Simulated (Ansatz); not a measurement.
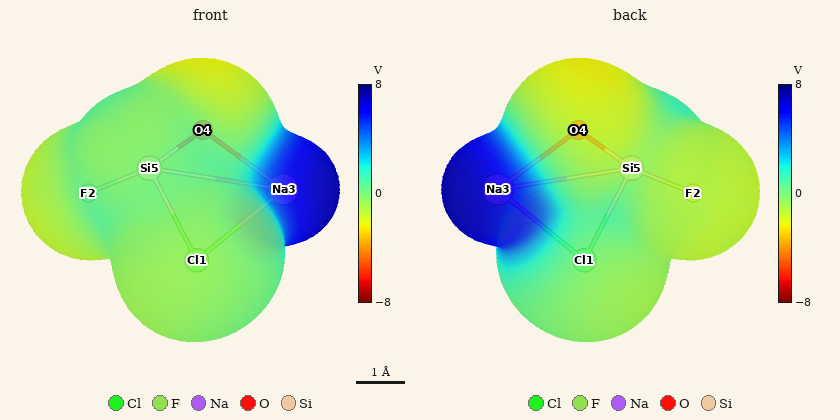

ClFNaOSi (doublet). The electrostatic potential painted on the density surface at 0.004 e/bohr³, seen from the front and from behind; the colour scale runs from red (negative) to blue (positive).

Geometry: PBE0-D3(BJ)/def2-SVP.

Theory: isolated molecule in a Gaussian basis; Kohn-Sham density functional theory, functional PBE0 (Ansatz 0.2.0).

Input file:

```
basis:
  gaussian:
    orbitals: def2-TZVPD
crystal:
  periodic: [false, false, false]
  atoms:
    - {symbol: Cl, position_ang: [-0.946630, 1.112402, -0.430101]}
    - {symbol: F, position_ang: [-1.387141, -1.845229, -0.782090]}
    - {symbol: Na, position_ang: [0.644919, 0.677304, 1.712538]}
    - {symbol: O, position_ang: [0.853074, -1.081971, 0.595029]}
    - {symbol: Si, position_ang: [-0.053481, -0.911146, -0.683546]}
magnetization:
  spin_polarized: true
  initial_magnetization: 1
hamiltonian:
  xc: {name: PBE0}
output: {forces: true, orbitals: {seedname: orbitals}}
```

Command:

```sh
ansatz run input.yaml --threads 1 --pin off --max-ram 2610MiB --events-out events.jsonl --progress --plain --runs-dir runs
```

### Where is the surface potential most negative and most positive?

The most negative region (about −2.4 V) lies over O4, the most positive (about +7.3 V) over Na3. O4 is the likeliest acceptor of a hydrogen bond.
